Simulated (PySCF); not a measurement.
## A study: C4H7FO, SMILES `CCCC(=O)F`

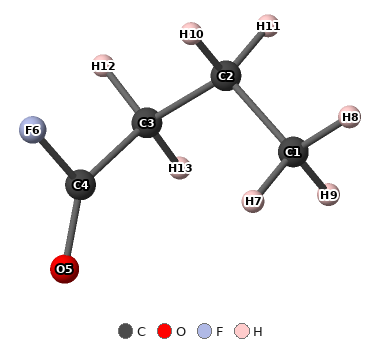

The molecule, with its atoms numbered as below. No frequency check shows the geometry to be a minimum.

Coordinates in Å:

```
C1       1.9202   -0.6674    0.5279
C2       1.4077    0.6004   -0.1434
C3       0.1549    0.3262   -0.9898
C4      -0.9859   -0.1101   -0.1358
O5      -1.5931   -1.1207   -0.1243
F6      -1.3279    0.8746    0.7513
H7       1.1724   -1.0767    1.2036
H8       2.8187   -0.4525    1.1009
H9       2.1596   -1.4249   -0.2150
H10      1.1730    1.3511    0.6134
H11      2.1809    1.0094   -0.7957
H12     -0.1429    1.2449   -1.5013
H13      0.3522   -0.4524   -1.7273
```

Part 1: Bonding charge

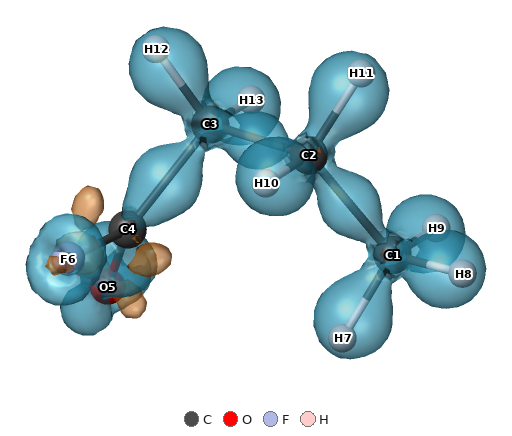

Deformation density (molecule less spherical, spin-averaged free atoms at the same positions), surfaces at ±0.2 e/Å³; light blue: gain, orange: loss.

Computed with PySCF, BLYP/def2-SVP, geometry: GFN2-xTB.

**How much density has each bond gained at its critical point, relative to the free atoms?**

The five largest and four smallest: C4–O5: +0.68 e/Å³ at the bond critical point (bond length 1.18 Å, Mayer order 2.3). C3–H13: +0.67 e/Å³ at the bond critical point (bond length 1.09 Å, Mayer order 0.9). C2–H10: +0.67 e/Å³ at the bond critical point (bond length 1.09 Å, Mayer order 0.9). C2–H11: +0.66 e/Å³ at the bond critical point (bond length 1.09 Å, Mayer order 0.9). C1–H7: +0.65 e/Å³ at the bond critical point (bond length 1.09 Å, Mayer order 1.0). C3–C4: +0.52 e/Å³ at the bond critical point (bond length 1.49 Å, Mayer order 1.0). C1–C2: +0.44 e/Å³ at the bond critical point (bond length 1.52 Å, Mayer order 1.1). C2–C3: +0.41 e/Å³ at the bond critical point (bond length 1.54 Å, Mayer order 1.1). C4–F6: +0.03 e/Å³ at the bond critical point (bond length 1.37 Å, Mayer order 1.1); up to 0.6 Å beside the axis the gain reaches +0.20 e/Å³. In all, 2.6 electrons gather in the regions of gain relative to the promolecule. A small or negative value marks a very polar bond, one between electron-rich atoms, whose free-atom densities already overlap strongly, a long bond to a heavier atom, or a closed-shell contact such as a hydrogen bond.

**Where do the Hirshfeld charges lie?**

The highest Hirshfeld charge is on C4 (+0.23 e), the lowest on O5 (−0.21 e).

```csv
atom,charge (e)
C1,−0.09
C2,−0.04
C3,−0.05
C4,+0.23
O5,−0.21
F6,−0.09
H7,+0.03
H8,+0.04
H9,+0.03
H10,+0.03
H11,+0.04
H12,+0.05
H13,+0.04
```

Part 2: Bond critical points

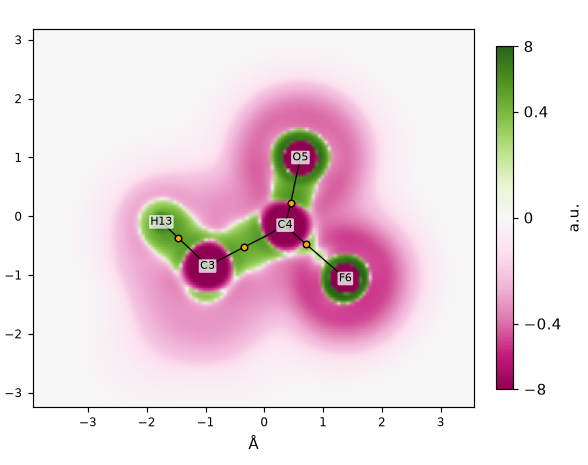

Negative Laplacian of the density (−∇²ρ) in the plane of C3, C4, O5, F6 and H13 (green positive, pink negative, colour scale in a.u., logarithmic beyond ±0.04), with bond paths and bond critical points (dots).

**Sort the bonds in the plane by the sign of ∇²ρ at their critical points.**

Concentrated (∇²ρ < 0): C3–H13 (−1.02 a.u.); C3–C4 (−0.64 a.u.); C4–F6 (−0.21 a.u.). Depleted (∇²ρ > 0): C4–O5 (+0.60 a.u., H = −0.780). A positive Laplacian with clearly negative H marks a strongly polar covalent bond, whose critical point lies close to the core of the less electronegative atom.

**Where along C4–O5 does the critical point lie?**

0.39 Å from C4 and 0.79 Å from O5.

Part 3: Local ionisation energy

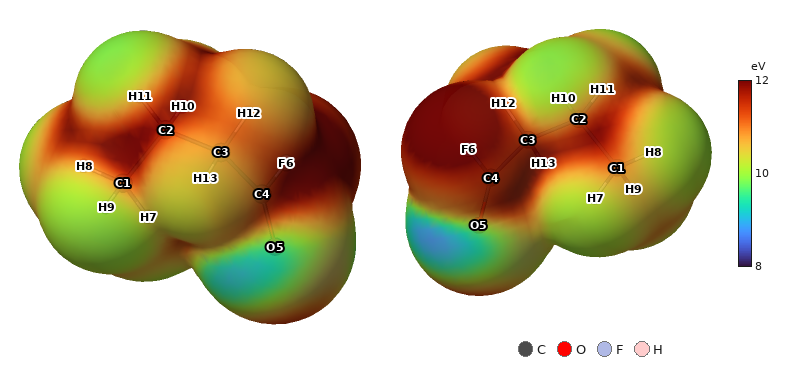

Average local ionisation energy on the surface of electron density 0.001 a.u. (back view left, front view right).

**Locate the minima of the map.**

The lowest value is 8.8 eV, 1.8 Å from O5. Further minima include 9.1 eV, 1.8 Å from O5; 9.9 eV, 1.4 Å from H11; 9.9 eV, 1.4 Å from H10. For comparison, the highest occupied orbital lies at −6.7 eV.

Part 4: Localised orbitals

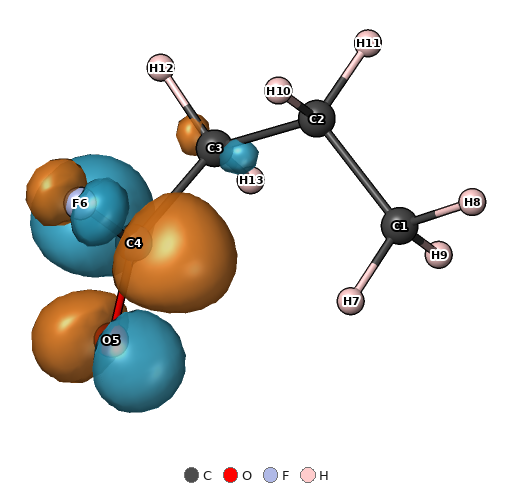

Intrinsic bond orbitals (IBO), occupied and valence-virtual; each surface holds about 80 % of the orbital's density. Energies are diagonal elements of the Fock matrix.

PySCF calculation, ωB97X/def2-TZVP, gas phase; geometry: GFN2-xTB.

**What does this orbital represent?**

π* orbital C4–O5 (C4 61 %, O5 31 %, F6 5 %; 3.4 eV).

The PySCF runs shown took 23 s and 35 s on 1 thread of Intel(R) Xeon(R) Platinum 8375C CPU @ 2.90GHz (Ice Lake) (shared host).
